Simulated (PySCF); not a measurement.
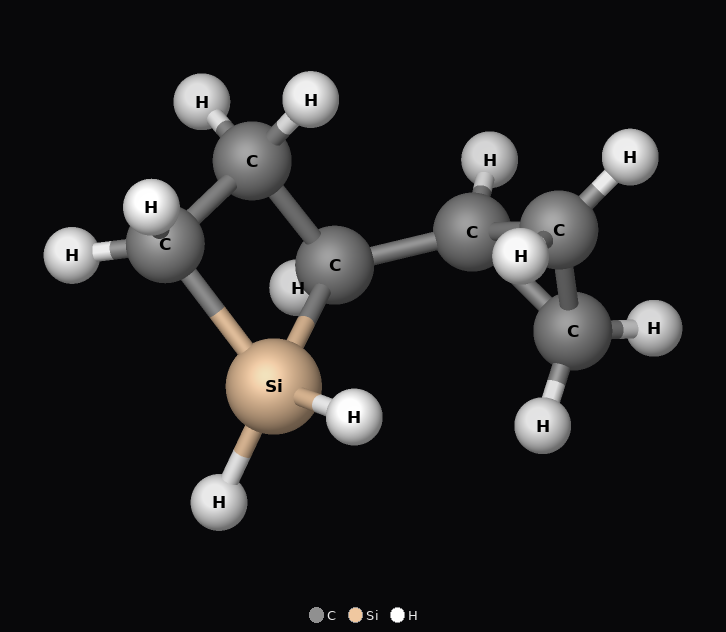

A ball-and-stick model of a molecule.

Computed geometry: GFN2-xTB optimisation. No frequency run is at hand to confirm it as a minimum.

What is the molecular formula?

C6H12Si, 19 atoms: 6 carbon, 12 hydrogen and 1 silicon.

Which point group does it belong to?

C1.

Does it have rings?

Independent rings (smallest set): 1 of 3 members, 1 of 4 members.

More results for the same structure follow; atom numbers are the same in all pictures, views and colours differ.

### Shape

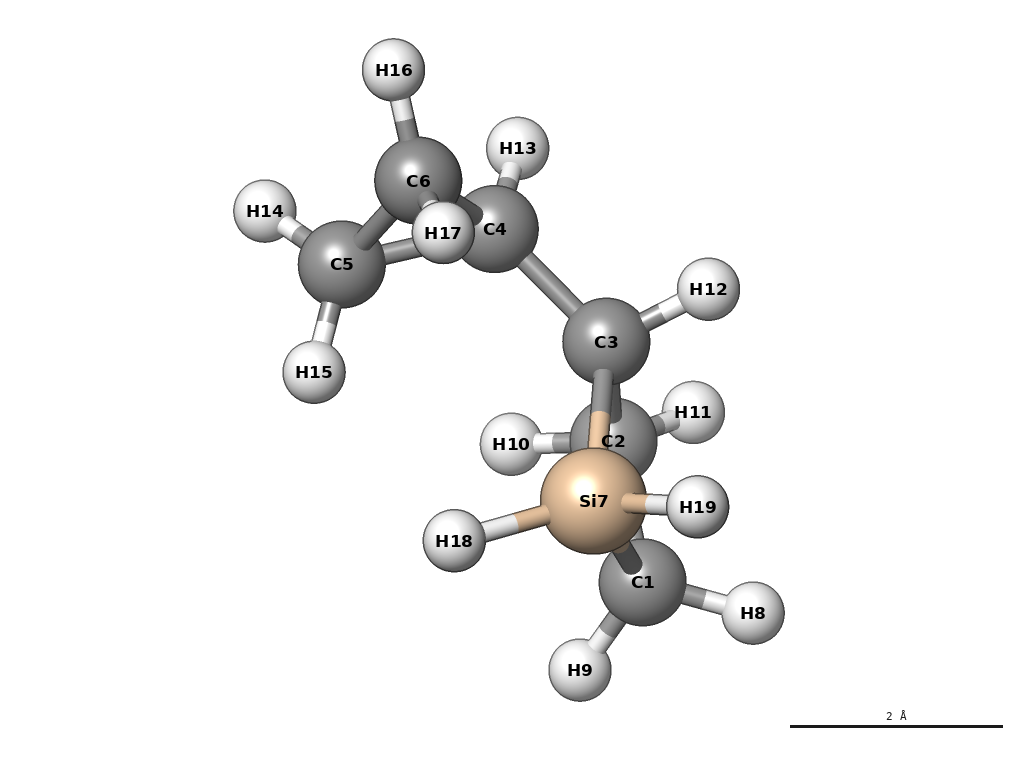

The atoms are numbered. No frequency run is at hand to confirm it as a minimum.

Which atoms are bonded, and how long are the bonds? Leave out bonds to hydrogen.

```
  bond  length (Å)   order
 C1–C2       1.541  single
C1–Si7       1.911  single
 C2–C3       1.547  single
 C3–C4       1.504  single
C3–Si7       1.921  single
 C4–C5       1.498  single
 C4–C6       1.498  single
 C5–C6       1.498  single
```

### Dipole moment

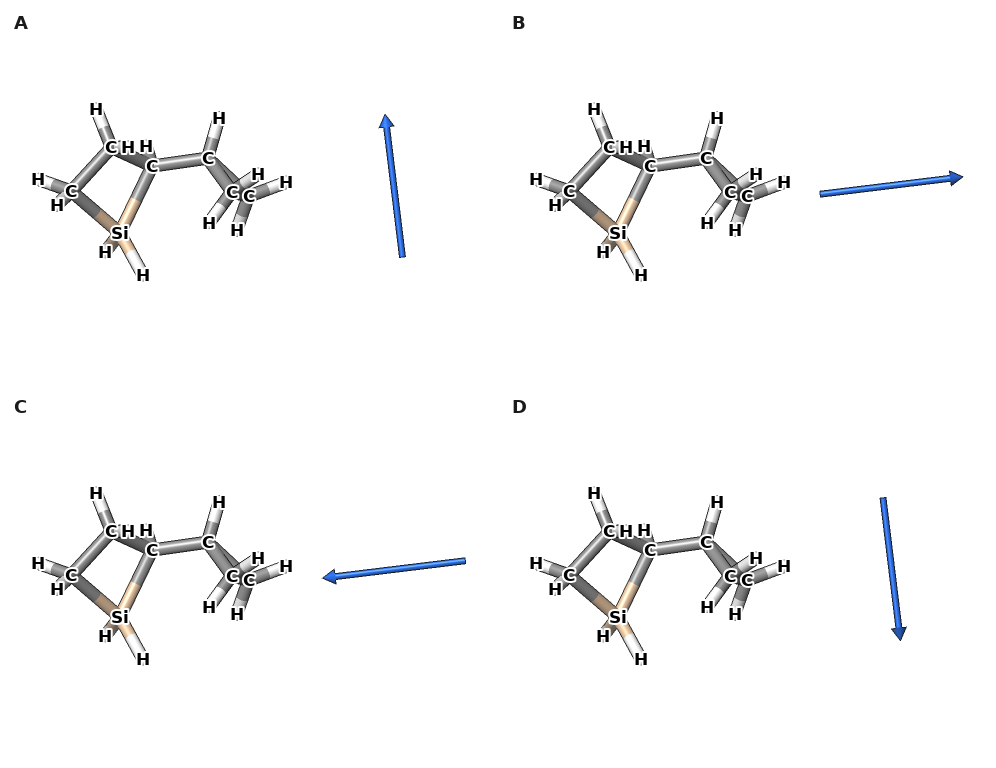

The same molecule four times, each with an arrow. No frequency run is at hand to confirm it as a minimum. Method: PBE0/pcSseg-1, gas phase (PySCF 2.14.0).

Which arrow points along the dipole moment, from the negative to the positive end?

A. The dipole moment is 0.33 D.

### NMR shielding

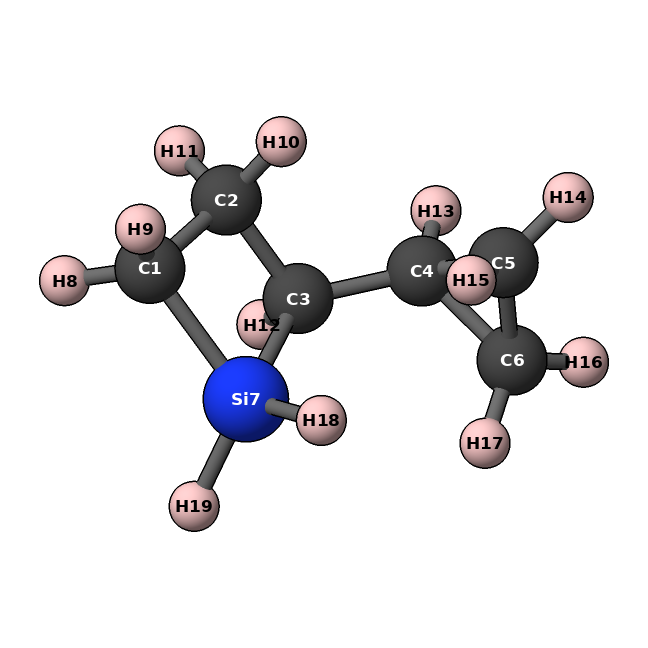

No frequency run is at hand to confirm it as a minimum. Properties computed with GIAO PBE0/pcSseg-1 NMR shielding, non-relativistic, gas phase (PySCF 2.14.0). Principal shieldings σ11 ≤ σ22 ≤ σ33, span Ω = σ33 − σ11, skew κ = 3(σiso − σ22)/Ω.

Give the shielding tensors of the Si atoms.

```tsv
atom	σ11	σ22	σ33	σiso	Ω	κ
Si7	353.2	378.5	437.1	389.6	83.9	0.40
```

Shieldings and span in ppm.

### Ring current

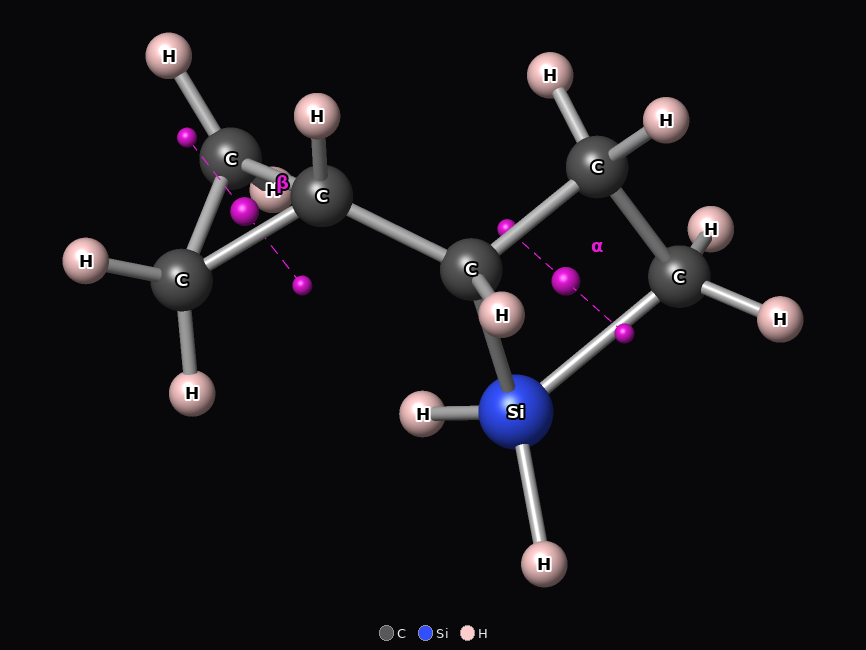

The small points mark where nucleus-independent chemical shifts (NICS) were computed: at the centre of each lettered ring and 1 Å above and below it. No frequency run is at hand to confirm it as a minimum. Properties computed with GIAO PBE0/pcSseg-1 NMR shielding, non-relativistic, gas phase (PySCF 2.14.0).

Give NICS(0), NICS(1) and the out-of-plane component NICS(1)zz for each ring (means of the two sides).

```json
{"ring": "α", "members": "C3Si", "NICS(0)": "0.0", "NICS(1)": "−1.0", "NICS(1)zz": "4.9"}
{"ring": "β", "members": "C3", "NICS(0)": "−43.8", "NICS(1)": "−9.0", "NICS(1)zz": "−24.1"}
```

Values in ppm.

### Charges

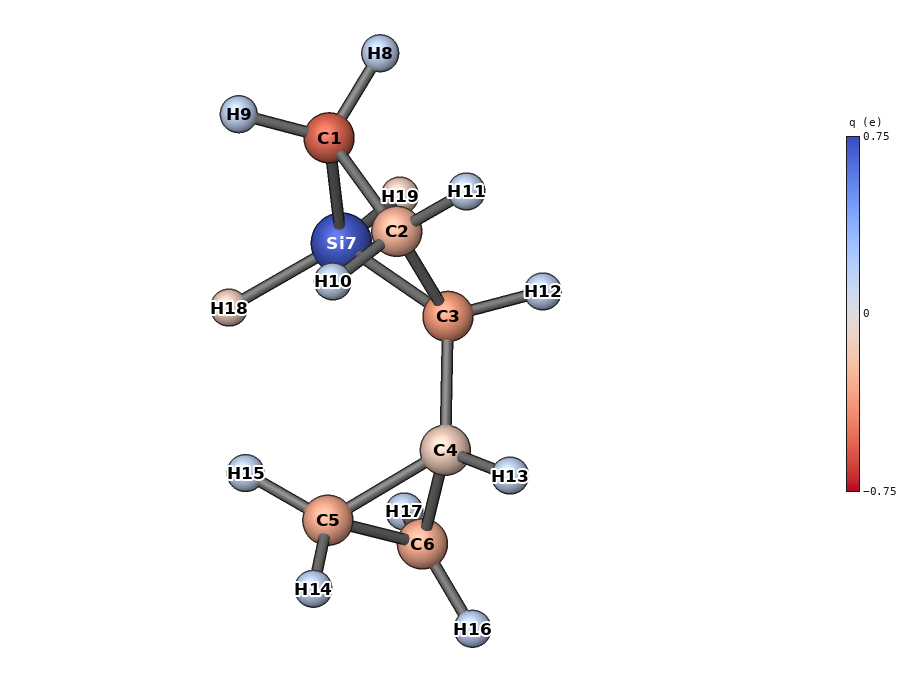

Atoms are coloured by their IAO charges. No frequency run is at hand to confirm it as a minimum. Method: PBE0/pcSseg-1, gas phase (PySCF 2.14.0).

List the IAO charges.

```csv
atom,value (e)
C1,−0.54
C2,−0.25
C3,−0.37
C4,−0.12
C5,−0.30
C6,−0.29
Si7,0.70
H8,0.15
H9,0.14
H10,0.14
H11,0.13
H12,0.14
H13,0.14
H14,0.15
H15,0.14
H16,0.15
H17,0.14
H18,−0.12
H19,−0.12
```

The geometry is semi-empirical. Around Si such bond lengths and angles can be off by a tenth of an ångström or more and by several degrees, and values that hang on the shape move with them.
